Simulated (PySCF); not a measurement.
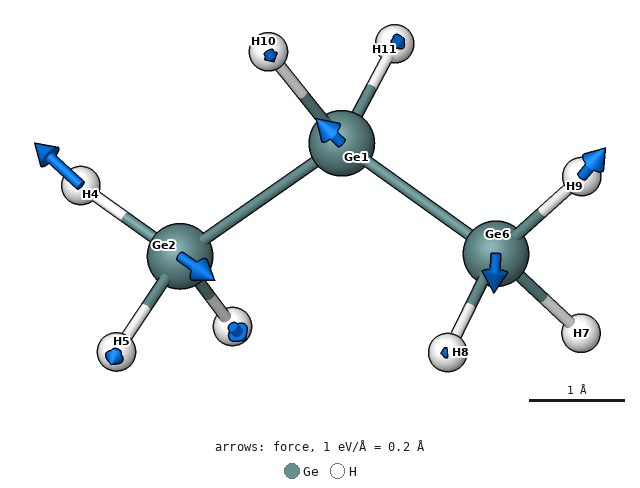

Starting geometry of Ge3H8 with the computed forces as blue arrows. The picture is a ball-and-stick view, seen at a tilt.

The start comes from GFN2-xTB. Its atoms were then displaced at random by about 0.03 Å.

These are results of PBE0-D3(BJ)/def2-SVP geometry optimisation, gas phase (PySCF 2.14.0, density-fitted response routines), not measurements. 

**Is this structure relaxed? If not, where do the atoms go?**

It isn't relaxed: the largest force vector, on an H atom, is 3.58 eV/Å. The final displacements follow the starting forces only in part (cosine between the two patterns 0.49). The atom that moves furthest after the best rigid fit is an H atom (0.22 Å). Largest moves by element: H 0.22 Å, Ge 0.17 Å. Among the contacts that change: Ge–H 1.391 → 1.540 Å, Ge–H 1.435 → 1.540 Å, Ge–Ge 2.324 → 2.422 Å, Ge–H 1.470 → 1.540 Å. Among the angles between lasting bonds that change: H–Ge–H 98.6° → 108.0°, Ge–Ge–Ge 119.8° → 110.9°, Ge–Ge–H 116.3° → 110.0°. After 6 geometry steps the energy has fallen by 0.681 eV.
